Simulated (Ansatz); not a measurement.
# C, response to strain

The parent structure is C in the diamond structure (space group Fd-3m, No. 227; a = 3.554 Å). Axes: x, y, z lie along the cube axes.

Strains are applied to the cell and any free atomic positions relax; under biaxial strain the out-of-plane vector relaxes too.

Level of theory: PBEsol (Ansatz, a quantum-chemistry and plane-wave program), no SOC.

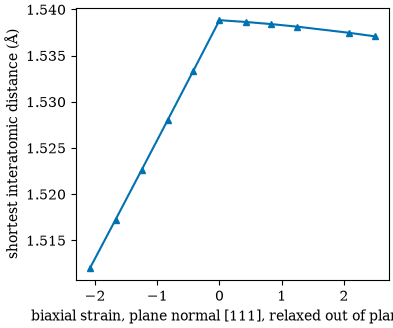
Figure. Shortest interatomic distance against biaxial strain, plane normal [111], relaxed out of plane

```tsv
biaxial strain, plane normal [111], relaxed out of plane (%)	shortest interatomic distance
-2.08	1.512 Å
-1.67	1.517 Å
-1.25	1.523 Å
-0.83	1.528 Å
-0.42	1.533 Å
0.42	1.539 Å
0.83	1.538 Å
1.25	1.538 Å
2.08	1.537 Å
2.5	1.537 Å
```

Whether these cells are dynamically stable was not tested.
